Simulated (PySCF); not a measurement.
Vertical excitations of a molecule C5H5F from TDDFT-CAM-B3LYP/def2-SVPD (PySCF 2.14.0), as energy in eV (oscillator strength): 4.57 (0.048), 6.67 (0.027), 6.74 (0.003), 6.88 (0.005), 7.33 (0.028), 7.45 (0.036), 7.52 (0.032), 7.85 (0.045), 7.95 (0.004), 8.24 (0.008). Lowest triplet (TDA): 2.73 eV. The structure is a stationary point at B3LYP-D3(BJ)/def2-SVP. Other conformers were not sampled.

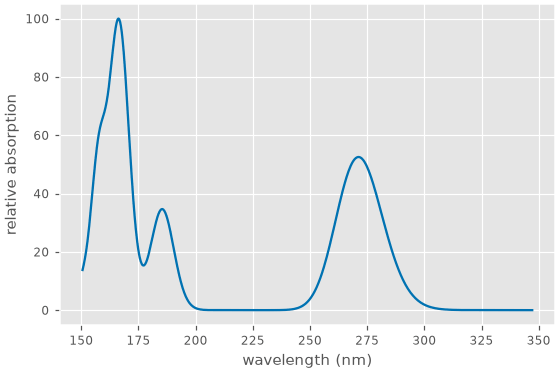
Fig. 1. The lines broadened by 0.4 eV.

Question: Which molecule gave these data?
A. C#CCC(=C)F
B. C=C=C/C=C/F
C. FC1C=CC=C1
D. C#C/C=C(/C)F

Answer: C, FC1C=CC=C1
